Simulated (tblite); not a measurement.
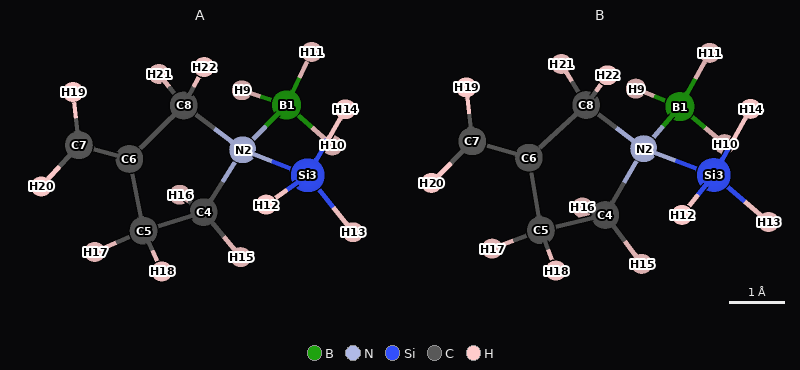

Two geometries of C₅H₁₄BNSi, drawn at one scale. One is the start of a relaxation, the other its converged end. The picture is a ball-and-stick view, seen from a free direction.

Method: tblite, GFN2-xTB geometry optimisation, gas phase. 

Which of the two is the end point?

Answer. Structure A is the relaxed one. H13 moves most after the best rigid fit: 0.37 Å. By element the largest moves are H 0.37 Å, C 0.21 Å, B 0.13 Å, Si 0.13 Å, N 0.03 Å. Among the contacts that change: B1–N2 1.544 → 1.649 Å, C4–H15 1.120 → 1.089 Å, Si3–H13 1.485 → 1.456 Å, Si3–H14 1.479 → 1.454 Å. Bond angles that change, for instance: H13–Si3–H14 109.0° → 116.1°, N2–B1–H9 111.0° → 105.9°, H9–B1–H10 107.7° → 112.6°. After 85 geometry steps the energy has fallen by 8.75 kcal/mol. The run took 1.2 s on 1 thread of Arm Neoverse N1 (shared host).
